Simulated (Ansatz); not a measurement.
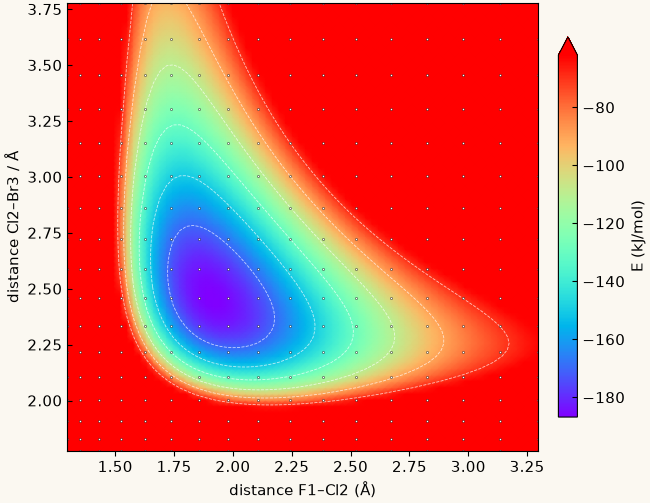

The system F⁻ + ClBr. First axis: distance F1–Cl2. Second axis: distance Cl2–Br3. Nothing is relaxed (the angle F1–Cl2–Br3 is fixed at 180 degrees). The grid has 17 × 17 points. Energies are in kJ/mol, from F with charge -1 far from the relaxed ClBr (each part in its own basis). The reference is spin-restricted, so regions where a bond is pulled apart into radicals lie too high. The calculation used RKS PBE0-D4/def2-SVPD in Ansatz.

In the figure: a smooth colour map with a few white contour lines, dots at the grid points, one colour for all values above the top of the scale. Between grid points the surface is interpolated.

### Where is the minimum, and how stiff is the well along each coordinate?

The interpolated minimum is at distance F1–Cl2 ≈ 1.912 Å, distance Cl2–Br3 ≈ 2.460 Å. The curvatures there are about 8.5 eV/Å² and 6 eV/Å², with a cross term of about 2.8 eV/Å². Round the minimum the valley is somewhat tilted: raising distance F1–Cl2 shifts the best value of distance Cl2–Br3 downwards (coupling k₁₂/√(k₁₁k₂₂) about 0.4). (1 eV is 96.5 kJ/mol.)
